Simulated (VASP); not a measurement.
```
CELL_PARAMETERS angstrom
      0.00000     2.70202     2.70202
      2.70202     0.00000     2.70202
      2.70202     2.70202     0.00000
ATOMIC_POSITIONS crystal
  Si 0.25000 0.25000 0.25000
  Si 0.75000 0.75000 0.75000
  Ni 0.00000 0.00000 0.00000
```

Computed with PBE GGA with D3 dispersion (zero damping), VASP's PBE PAW potentials (set 64) (plane waves; VASP 6.6.1). Settings: 520 eV cut-off, 11×11×11 Γ-centred mesh, tetrahedra with Blöchl corrections, potentials Si Ni.

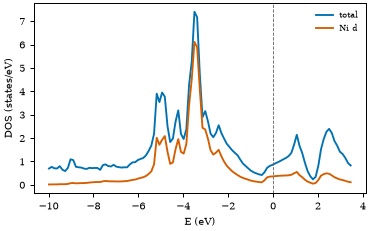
Figure. Total and projected density of states, zero at the Fermi level

Within 2 eV below the Fermi level the largest weight inside VASP's projection spheres is Ni d, then Si p.

It has no gap at this level: it comes out as a metal or semimetal.

The compound is NiSi2 in the fluorite structure. It was relaxed first. The run is not spin-polarised, so no magnetic state was tried.
